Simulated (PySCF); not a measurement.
SMILES [OH][Al]([OH])[Si](O)(O)O at its CAM-B3LYP/def2-SVP optimised geometry (Å):

```
12

Si    -0.7851    -0.7785     0.0000
O     -1.1656    -1.5889     1.4065
O     -1.2836     0.8019     0.0000
O      0.8738    -0.7785     0.0000
Al    -1.9210    -1.7949    -1.8694
O     -3.2816    -2.7120    -1.4187
O     -1.3994    -1.6232    -3.4698
H     -2.0686    -1.9180     1.4779
H     -0.7808     1.4166     0.5485
H      1.2836    -1.4166     0.5944
H     -3.9210    -3.1987    -1.9420
H     -1.7364    -1.9261    -4.3135
```

Calculation: CAM-B3LYP/def2-TZVP in PySCF. Cells within 0.4 Å of a nucleus heavier than hydrogen are left out (blank, or x).

Map of the Laplacian of the electron density (e/bohr⁵), clipped to [-1.50, 1.50] on the plane z = 0.0 Å:

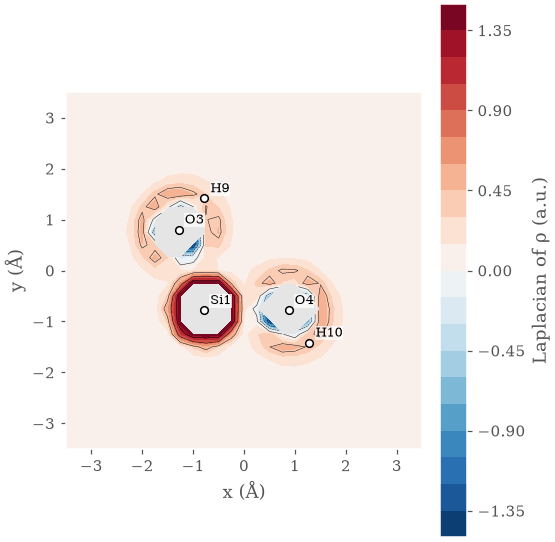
Figure. Laplacian of the electron density (e/bohr⁵), clipped to [-1.50, 1.50] on the plane z = 0.0 Å.
